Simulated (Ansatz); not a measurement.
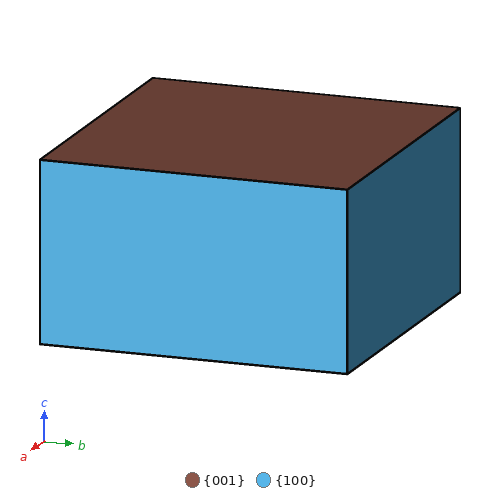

GdHAu2, space group P4/mmm (No. 123), a = 3.772 Å, b = 3.772 Å, c = 6.456 Å, α = 90.00°, β = 90.00°, γ = 90.00°. Crystal habit computed by the BFDH rule (growth rate of a face proportional to 1/d, systematic absences taken into account). This is a geometric estimate, not an energy calculation. Source: the geometry relaxed with Ansatz, DFT PBE, scalar-relativistic, plane waves, PAW; the starting structure was generated, so it need not be a known form of this composition. Forms under 0.4 % of the area are left out.

How many faces does the whole crystal have, by form?

Answer. 6 faces: 4 of {100} and 2 of {001}.

List the forms with their spacings and shares.

Answer.
```tsv
form	faces	d (Å)	share of area (%)
{100}	4	3.772	53.9
{001}	2	6.456	46.1
```
